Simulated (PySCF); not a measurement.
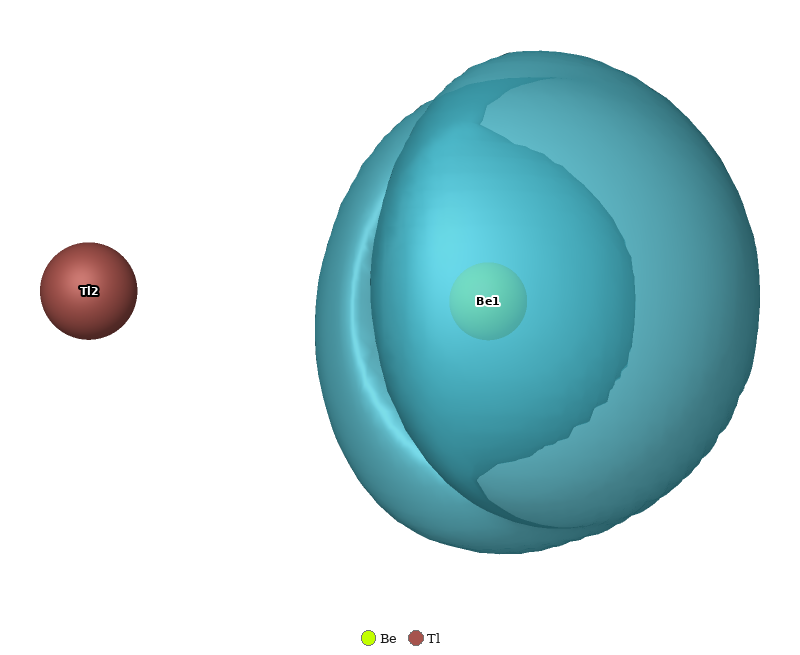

*BeTl (doublet). Isosurface of the electron localisation function at 0.85 (cyan), seen from one side. Core shells and regions of very low density are left out.*

Core potentials replace the inner electrons of Tl.

All numbers below come from PBE0/cc-pVDZ(-PP), non-relativistic Hamiltonian with scalar-relativistic core potentials where named, at a bond length of 2.602 Å in PySCF.

```csv
atom,x (Å),y (Å),z (Å)
Be,0.0000,0.0000,-2.4924
Tl,0.0000,0.0000,0.1096
```

**Where are the electrons localised?**

At this value the surface marks out one region wrapped around Be (its valence shell). Along the contacts the grid gives the following. Be–Tl (2.60 Å): the ELF is about 0.30 at the midpoint.
